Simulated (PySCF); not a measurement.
C2H5OSSi (SMILES [CH2]C(=O)S[SiH3]) (doublet)

| atom | x (Å) | y (Å) | z (Å) |
| --- | --- | --- | --- |
| C | 1.5126 | 0.1691 | 0.6507 |
| C | 1.1989 | 0.7371 | -0.5772 |
| O | 1.8866 | 1.0187 | -1.5209 |
| S | -0.6016 | 1.2722 | -0.6071 |
| Si | -1.6711 | -0.5502 | -0.1307 |
| H | 0.7660 | -0.1002 | 1.3725 |
| H | 2.5511 | 0.0998 | 0.9285 |
| H | -1.9574 | -0.5153 | 1.2992 |
| H | -0.8094 | -1.6679 | -0.4871 |
| H | -2.8669 | -0.4586 | -0.9504 |

Geometry: GFN2-xTB.

Method: UKS B3LYP, pcH-1 on C H O S Si, non-relativistic, mean-field spin-orbit, GIAO in PySCF 2.14.0, density-fitted response routines.

Predict the electron density, electron localisation function and spin density between the atoms.

C–O (1.20 Å): ρ is about 3.4 e/Å³ halfway; the ELF peaks at about 0.85 between the atoms; a short, multiple covalent bond.
C–C (1.39 Å): the density is about 2.1 e/Å³ at the midpoint; the ELF peaks at about 0.95 between the atoms, as expected for a covalent bond.
C–S (1.88 Å): the density is about 1.1 e/Å³ at the midpoint; the ELF peaks at about 0.90 between the atoms, as expected for a shared electron pair.
C–H (1.07 Å): the density is about 2.1 e/Å³ at the midpoint; the ELF climbs to about 1 towards the hydrogen, as it does in any bond to H; an ordinary covalent bond to hydrogen.
The unpaired spin (1 electron) lies mostly on C1 (about 0.6), O3 (about 0.2) and S4 (about 0.1), in electrons by Hirshfeld's partition.

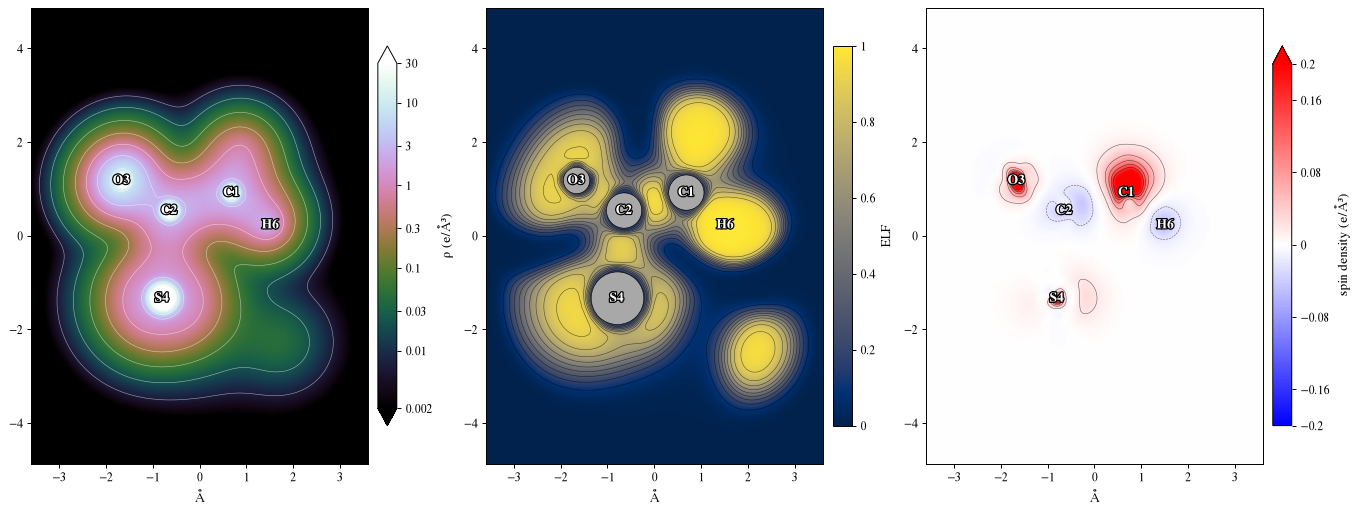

Computed electron density, electron localisation function and spin density on the plane of atoms O3, C2 and S4, in this order. Grey discs cover the atomic cores in the ELF map. 
